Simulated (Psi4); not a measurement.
GaBr: frequency calculation (part 1 of 4)

The run: frequency calculation of GaBr, SMILES [Ga][Br]. Method and program: MP2/6-311G**, RHF (Psi4 1.11).

The geometry was optimised with mp2/6-311G**.

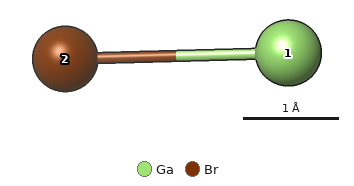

Figure 1. The structure as given in the input (ball-and-stick view, seen at a tilt; atoms are numbered from 1 in the order of the input). Sticks mark near contacts.

### Key numbers

```tsv
quantity	value
outcome	converged
total energy	−4496.132131 hartree
SCF energy	−4495.650296 hartree
MP2 energy	−4496.132131 hartree
correlation energy	−0.481834 hartree
basis functions	88
zero-point energy	0.000618 hartree
wavenumbers, lowest and highest	271 cm⁻¹
hardware	1 thread of Intel Xeon (Granite Rapids), 12 GiB of memory available, shared host
wall time	12 s
peak memory	0.3 GiB
```

### Input (brga.py)
```python
import psi4

psi4.set_memory('1600 MB')
psi4.set_num_threads(1)
psi4.core.set_output_file('psi4.out', False)

with open('brga.xyz') as f:
    atoms = ''.join(f.readlines()[2:])
molecule = psi4.geometry('0 1\n' + atoms + '')

psi4.set_options(dict(reference='rhf', t=600.0, freeze_core=True, rotational_symmetry_number=1))

e_tot, wfn = psi4.frequency('mp2/6-311G**', molecule=molecule, return_wfn=True)
print(f'mp2/6-311G** energy: {e_tot:.10f} Eh')
print('wavenumbers / cm^-1:', wfn.frequencies().np.round(1))
for k in ('ZPVE', 'ENTHALPY', 'GIBBS FREE ENERGY'):
    print(f'{k}: {psi4.variable(k):.8f} Eh')
```

### File brga.xyz
```
2
BrGa
Ga     0.000000     0.000000     0.021513
Br     0.000000     0.000000     2.383161
```

Launched with:
```bash
python brga.py
```

### The program's output
```
Psi4 1.11 release

gradient() will perform analytic gradient computation.
    SCF Algorithm Type (re)set to DF.

   => Loading Basis Set <=

    Name: 6-311G**
    Role: ORBITAL
    Keyword: BASIS

         ---------------------------------------------------------
                                   SCF
                              RHF Reference
                        1 Threads,   1525 MiB Core
         ---------------------------------------------------------

  ==> Geometry <==

    Molecular point group: c2v
    Full point group: C_inf_v

    Geometry (in Bohr), charge = 0, multiplicity = 1:

       Center              X                  Y                   Z               Mass
    ------------   -----------------  -----------------  -----------------  -----------------
         GA           0.000000000000     0.000000000000    -2.382256495570    68.925573500000
         BR           0.000000000000     0.000000000000     2.080611429165    78.918337600000

  Running in c2v symmetry.

  Rotational constants: A = ************  B =      0.08215  C =      0.08215 [cm^-1]
  Rotational constants: A = ************  B =   2462.81614  C =   2462.81614 [MHz]
  Nuclear repulsion =  243.117210345042992

  Charge       = 0
  Multiplicity = 1
  Electrons    = 66
  Nalpha       = 33
  Nbeta        = 33

  ==> Algorithm <==

  SCF Algorithm Type is DF.
  DIIS enabled.
  MOM disabled.
  Fractional occupation disabled.
  Guess Type is SAD.
  Energy threshold   = 1.00e-10
  Density threshold  = 1.00e-10
  Integral threshold = 1.00e-12

  ==> Primary Basis <==

  Basis Set: 6-311G**
    Blend: 6-311G**
    Number of shells: 36
    Number of basis functions: 88
    Number of Cartesian functions: 94
    Spherical Harmonics?: true
    Max angular momentum: 2

   => Loading Basis Set <=

    Name: (6-311G** AUX)
    Role: JKFIT
    Keyword: DF_BASIS_SCF

  ==> Integral Setup <==

  DFHelper Memory: AOs need 0.024 GiB; user supplied 1.118 GiB.
  SCF_SUBTYPE=INCORE selected. In-core MEM_DF algorithm will be used.
  Using in-core AOs.

  ==> MemDFJK: Density-Fitted J/K Matrices <==

    J tasked:                   Yes
    K tasked:                   Yes
    wK tasked:                   No
    Memory [MiB]:              1144
    Algorithm:                 Core
    Schwarz Cutoff:           1E-12
    Mask sparsity (%):       9.6333
    Fitting Condition:        1E-10

   => Auxiliary Basis Set <=

  Basis Set: (6-311G** AUX)
    Blend: CC-PVTZ-JKFIT
    Number of shells: 102
    Number of basis functions: 414
    Number of Cartesian functions: 538
    Spherical Harmonics?: true
    Max angular momentum: 4

  Minimum eigenvalue in the overlap matrix is 1.0274399484E-02.
  Reciprocal condition number of the overlap matrix is 2.5790837107E-03.
    Using symmetric orthogonalization.

  ==> Pre-Iterations <==

  SCF Guess: Superposition of Atomic Densities via on-the-fly atomic UHF (no occupation information).

   -------------------------
    Irrep   Nso     Nmo
   -------------------------
     A1        42      42
     A2         6       6
     B1        20      20
     B2        20      20
   -------------------------
    Total      88      88
   -------------------------

  ==> Iterations <==

                           Total Energy        Delta E     RMS |[F,P]|

   @DF-RHF iter SAD: -4489.22008560182167   -4.48922e+03   0.00000e+00
   @DF-RHF iter   1: -4493.93355120052820   -4.71347e+00   6.90759e-02 DIIS/ADIIS
   @DF-RHF iter   2: -4493.89992003724910    3.36312e-02   7.47872e-02 DIIS/ADIIS
   @DF-RHF iter   3: -4495.63683498576029   -1.73691e+00   6.29451e-03 DIIS/ADIIS
   @DF-RHF iter   4: -4495.64898129964331   -1.21463e-02   1.77741e-03 DIIS/ADIIS
   @DF-RHF iter   5: -4495.65024609419652   -1.26479e-03   1.61406e-04 DIIS/ADIIS
   @DF-RHF iter   6: -4495.65029242263336   -4.63284e-05   4.67971e-05 DIIS
   @DF-RHF iter   7: -4495.65029593219697   -3.50956e-06   1.05350e-05 DIIS
   @DF-RHF iter   8: -4495.65029612379385   -1.91597e-07   2.68188e-06 DIIS
   @DF-RHF iter   9: -4495.65029614078958   -1.69957e-08   4.82503e-07 DIIS
   @DF-RHF iter  10: -4495.65029614193008   -1.14051e-09   1.70543e-07 DIIS
   @DF-RHF iter  11: -4495.65029614208470   -1.54614e-10   4.78999e-08 DIIS
   @DF-RHF iter  12: -4495.65029614209652   -1.18234e-11   5.49654e-09 DIIS
   @DF-RHF iter  13: -4495.65029614210289   -6.36646e-12   7.76690e-10 DIIS
   @DF-RHF iter  14: -4495.65029614209743    5.45697e-12   1.45905e-10 DIIS
   @DF-RHF iter  15: -4495.65029614209743    0.00000e+00   1.95000e-11 DIIS
  Energy and wave function converged.

  ==> Post-Iterations <==

    Orbital Energies [Eh]
    ---------------------

    Doubly Occupied:

       1A1  -489.992149     2A1  -378.851191     3A1   -65.127068
       4A1   -58.486238     1B2   -58.485860     1B1   -58.485860
       5A1   -48.200903     2B2   -42.527804     2B1   -42.527804
       6A1   -42.526860     7A1    -9.807684     8A1    -7.417989
       3B2    -7.415065     3B1    -7.415065     9A1    -6.427996
       4B2    -4.517662     4B1    -4.517662    10A1    -4.514873
      11A1    -3.155916     5B1    -3.154693     5B2    -3.154693
       1A2    -3.151922    12A1    -3.151922    13A1    -1.224930
       2A2    -1.224930    14A1    -1.223886     6B2    -1.221252
       6B1    -1.221252    15A1    -0.976281    16A1    -0.522511
       7B2    -0.407917     7B1    -0.407917    17A1    -0.343675

    Virtual:

       8B2     0.022916     8B1     0.022916    18A1     0.085276
       9B2     0.172621     9B1     0.172621    19A1     0.225655
      20A1     0.246900    21A1     0.382594     3A2     0.411933
      22A1     0.411933    10B2     0.427971    10B1     0.427971
      11B1     0.473612    11B2     0.473612    23A1     0.639325
      24A1     0.716671    12B1     0.799949    12B2     0.799949
      25A1     0.855151     4A2     0.873085    26A1     0.873085
      13B2     0.988822    13B1     0.988822    27A1     1.192949
      28A1     2.168708    14B2     2.210382    14B1     2.210382
       5A2     2.233320    29A1     2.233320    15B2     2.289234
      15B1     2.289234    30A1     2.457549    16B1     4.157972
      16B2     4.157972    31A1     4.235491    32A1     4.713192
       6A2     4.713192    17B2     4.770399    17B1     4.770399
      33A1     4.851816    34A1     5.343665    35A1     7.102354
      18B2     8.152982    18B1     8.152982    36A1     8.242931
      37A1    41.662166    38A1    49.399277    19B1   210.866612
      19B2   210.866612    39A1   210.948416    20B2   293.847780
      20B1   293.847780    40A1   293.939721    41A1   792.950734
      42A1  1028.312922

    Final Occupation by Irrep:
             A1    A2    B1    B2
    DOCC [    17,    2,    7,    7 ]
    NA   [    17,    2,    7,    7 ]
    NB   [    17,    2,    7,    7 ]

  @DF-RHF Final Energy: -4495.65029614209743

   => Energetics <=

    Nuclear Repulsion Energy =            243.1172103450429915
    One-Electron Energy =               -6753.9561587537373271
    Two-Electron Energy =                2015.1886522665970460
    Total Energy =                      -4495.6502961420974316

Computation Completed

Properties will be evaluated at   0.000000,   0.000000,   0.000000 [a0]

Properties computed using the SCF density matrix

 Multipole Moments:

 ------------------------------------------------------------------------------------
     Multipole            Electronic (a.u.)      Nuclear  (a.u.)        Total (a.u.)
 ------------------------------------------------------------------------------------

 L = 1.  Multiply by 2.5417464519 to convert [e a0] to [Debye]
 Dipole X            :          0.0000000            0.0000000            0.0000000
 Dipole Y            :          0.0000000            0.0000000            0.0000000
 Dipole Z            :         -0.0069049           -1.0285513           -1.0354562
 Magnitude           :                                                    1.0354562

 ------------------------------------------------------------------------------------

	total time  =          1 seconds =       0.02 minutes

  //>>>>>>>>>>>>>>>>>>>>>>>>>>>>>>>>>>>//
  //               DFMP2               //
  //<<<<<<<<<<<<<<<<<<<<<<<<<<<<<<<<<<<//

   => Loading Basis Set <=

    Name: (6-311G** AUX)
    Role: RIFIT
    Keyword: DF_BASIS_MP2

	 --------------------------------------------------------
	                          DF-MP2
	      2nd-Order Density-Fitted Moller-Plesset Theory
	              RMP2 Wavefunction,   1 Threads

	 --------------------------------------------------------

   => Auxiliary Basis Set <=

  Basis Set: (6-311G** AUX)
    Blend: CC-PVTZ-RI
    Number of shells: 76
    Number of basis functions: 332
    Number of Cartesian functions: 452
    Spherical Harmonics?: true
    Max angular momentum: 5

	 --------------------------------------------------------
	                 NBF =    88, NAUX =   332
	 --------------------------------------------------------
	   CLASS    FOCC     OCC    AOCC    AVIR     VIR    FVIR
	   PAIRS      18      33      15      55      55       0
	 --------------------------------------------------------

  DFHelper Memory: AOs need 0.024 GiB; user supplied 1.118 GiB.
  SCF_SUBTYPE=INCORE selected. In-core MEM_DF algorithm will be used.
  Using in-core AOs.

         ------------------------------------------------------------
                                     CPHF
         ------------------------------------------------------------

  ==> Geometry <==

    Molecular point group: c2v
    Full point group: C_inf_v

    Geometry (in Bohr), charge = 0, multiplicity = 1:

       Center              X                  Y                   Z               Mass
    ------------   -----------------  -----------------  -----------------  -----------------
         GA           0.000000000000     0.000000000000    -2.382256495570    68.925573500000
         BR           0.000000000000     0.000000000000     2.080611429165    78.918337600000

  Nuclear repulsion =  243.117210345042992
  Reference energy  = -4495.650296142097432

  ==> Basis Set <==

  Basis Set: 6-311G**
    Blend: 6-311G**
    Number of shells: 36
    Number of basis functions: 88
    Number of Cartesian functions: 94
    Spherical Harmonics?: true
    Max angular momentum: 2

   Number of roots    =         1
   Preconditioning    =    JACOBI
   Convergence cutoff =     1E-06
   Maximum iterations =       100

   => Auxiliary Basis Set <=

  Basis Set: (6-311G** AUX)
    Blend: CC-PVTZ-JKFIT
    Number of shells: 102
    Number of basis functions: 414
    Number of Cartesian functions: 538
    Spherical Harmonics?: true
    Max angular momentum: 4

  ==> CPHF Iterations <==

  => Iterations <=

             Iter  Converged  Remaining    Residual
  CGR           1          0          1   1.122E-01
  CGR           2          0          1   4.068E-02
  CGR           3          0          1   1.426E-02
  CGR           4          0          1   2.639E-03
  CGR           5          0          1   7.201E-04
  CGR           6          0          1   1.682E-04
  CGR           7          0          1   3.240E-05
  CGR           8          0          1   8.737E-06
  CGR           9          0          1   2.488E-06
  CGR          10          1          0   3.892E-07

    CGRSolver converged.

Problem determining natural orbital and density matrix symmetries.
Future calls to oeprop using this density will not work. Try disabling symmetry.

  ==> DFCorrGrad: Density-Fitted Correlated Gradients <==

    Integrals threads:           1
    Memory [GiB]:            1.118
    Schwarz Cutoff:          0E+00
    Fitting Condition:       1E-10

   => Auxiliary Basis Set <=

  Basis Set: (6-311G** AUX)
    Blend: CC-PVTZ-JKFIT
    Number of shells: 102
    Number of basis functions: 414
    Number of Cartesian functions: 538
    Spherical Harmonics?: true
    Max angular momentum: 4

	-----------------------------------------------------------
	 ==================> DF-MP2 Energies <====================
	-----------------------------------------------------------
	 Reference Energy          =   -4495.6502961420974316 [Eh]
	 Singles Energy            =      -0.0000000000000000 [Eh]
	 Same-Spin Energy          =      -0.1597296353716700 [Eh]
	 Opposite-Spin Energy      =      -0.3221047828492108 [Eh]
	 Correlation Energy        =      -0.4818344182208809 [Eh]
	 Total Energy              =   -4496.1321305603187284 [Eh]
	-----------------------------------------------------------
	 ================> DF-SCS-MP2 Energies <==================
	-----------------------------------------------------------
	 SCS Same-Spin Scale       =       0.3333333333333333 [-]
	 SCS Opposite-Spin Scale   =       1.2000000000000000 [-]
	 SCS Same-Spin Energy      =      -0.0532432117905567 [Eh]
	 SCS Opposite-Spin Energy  =      -0.3865257394190530 [Eh]
	 SCS Correlation Energy    =      -0.4397689512096097 [Eh]
	 SCS Total Energy          =   -4496.0900650933072029 [Eh]
	-----------------------------------------------------------

  -Total Gradient:
     Atom            X                  Y                   Z
    ------   -----------------  -----------------  -----------------
       1        0.000000000000     0.000000000000    -0.000009930597
       2       -0.000000000000     0.000000000000     0.000009930621

	total time  =          1 seconds =       0.02 minutes

    Psi4 run time: 0:00:02.11

    -----------------------------------------------------------------------
                               Psi4 1.11 release

    h
    h
    h

    -----------------------------------------------------------------------

    Memory:     1.5 GiB
    Threads:    1
                ecpint, einsums, f̶o̶r̶t̶e̶, gauxc, gcp, g̶d̶m̶a̶, geometric, g̶p̶u̶_̶d̶f̶c̶c̶,
                i̶n̶t̶e̶g̶r̶a̶t̶o̶r̶x̶x̶, i̶p̶i̶, libefp, m̶d̶i̶, m̶p̶2̶d̶, m̶r̶c̶c̶, ooo,
                o̶p̶e̶n̶f̶e̶r̶m̶i̶o̶n̶p̶s̶i̶4̶, pcmsolver, p̶s̶i̶4̶f̶o̶c̶k̶c̶i̶, p̶s̶i̶x̶a̶s̶,
                p̶y̶e̶i̶n̶s̶u̶m̶s̶, r̶e̶s̶p̶, s̶i̶m̶i̶n̶t̶, s̶n̶s̶m̶p̶2̶,
                v̶2̶r̶d̶m̶_̶c̶a̶s̶s̶c̶f̶

gradient() will perform analytic gradient computation.
    SCF Algorithm Type (re)set to DF.

  ==> Geometry <==

    Molecular point group: c2v
    Full point group: C_inf_v

    Geometry (in Bohr), charge = 0, multiplicity = 1:

       Center              X                  Y                   Z               Mass
    ------------   -----------------  -----------------  -----------------  -----------------
         GA           0.000000000000     0.000000000000    -2.382696510136    68.925573500000
         BR           0.000000000000     0.000000000000     2.080995728394    78.918337600000

  Running in c2v symmetry.

  Rotational constants: A = ************  B =      0.08212  C =      0.08212 [cm^-1]
  Rotational constants: A = ************  B =   2461.90660  C =   2461.90660 [MHz]
  Nuclear repulsion =  243.072313685643849

  Charge       = 0
  Multiplicity = 1
  Electrons    = 66
  Nalpha       = 33
  Nbeta        = 33

   => Auxiliary Basis Set <=

  Basis Set: (6-311G** AUX)
    Blend: CC-PVTZ-JKFIT
    Number of shells: 102
    Number of basis functions: 414
    Number of Cartesian functions: 538
    Spherical Harmonics?: true
    Max angular momentum: 4
```
